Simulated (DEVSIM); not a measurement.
Device: TaN/HfO2/p-In0.53Ga0.47As capacitor, at 300 K.

```tsv
layer (left to right)	material	thickness (nm)	Na (cm⁻³)
1	HfO2	1.20	-
2	In0.53Ga0.47As	12000	2.4e15
```

Metal gate on the left, work function 4.4 eV. Fixed charge at the semiconductor interface -1.8e11 cm⁻² (in units of +e); no interface traps.

This is a model device: material constants are rounded textbook-type values typed into the input, and sizes, dopings and lifetimes were drawn at random. Values at 300 K.

```tsv
parameter	HfO2	In0.53Ga0.47As
gap (eV)	5.7	0.74
affinity (eV)	2.5	4.51
permittivity	22	13.9
Nc (cm⁻³)	-	2.1e17
Nv (cm⁻³)	-	7.7e18
```

Simulated with DEVSIM: 1D Poisson equation in equilibrium, Boltzmann statistics, complete ionisation; no quantum confinement or tunnelling. Metal contacts follow the ideal Schottky-Mott rule: no Fermi-level pinning, no interface dipoles.

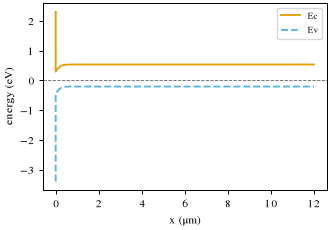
Fig. 1. Band edges at -0.4 V on the gate

Energies count from the Fermi level of the right contact; mesh points crowd at the junctions.

```
x (μm)     Ec (eV)  Ev (eV)  n (cm⁻³)  p (cm⁻³)  field (V/cm)
---------  -------  -------  --------  --------  ------------
0.000        2.300   -3.400     < 1e2     < 1e2         22000
0.0006622    2.301   -3.398     < 1e2     < 1e2         22000
0.001462     0.293   -0.447    2.5e12    2.4e11         12000
0.003140     0.295   -0.445    2.3e12    2.6e11         11000
0.009212     0.302   -0.438    1.8e12    3.4e11         11000
0.02073      0.315   -0.425    1.1e12    5.5e11         11000
0.04671      0.342   -0.398    3.8e11    1.6e12         10000
0.1381       0.421   -0.319    1.8e10    3.4e13          7300
0.3011       0.501   -0.239     8.0e8    7.5e14          2800
0.6792       0.531   -0.209     2.6e8    2.3e15            63
1.532        0.531   -0.209     2.5e8    2.4e15           ≈ 0
4.532        0.531   -0.209     2.5e8    2.4e15           ≈ 0
8.393        0.531   -0.209     2.5e8    2.4e15           ≈ 0
10.40        0.531   -0.209     2.5e8    2.4e15           ≈ 0
11.44        0.531   -0.209     2.5e8    2.4e15           ≈ 0
11.75        0.531   -0.209     2.5e8    2.4e15           ≈ 0
11.89        0.531   -0.209     2.5e8    2.4e15           ≈ 0
11.95        0.531   -0.209     2.5e8    2.4e15           ≈ 0
11.99        0.531   -0.209     2.5e8    2.4e15           ≈ 0
11.99        0.531   -0.209     2.5e8    2.4e15           ≈ 0
12.00        0.531   -0.209     2.5e8    2.4e15           ≈ 0
12.00        0.531   -0.209     2.5e8    2.4e15           ≈ 0
```
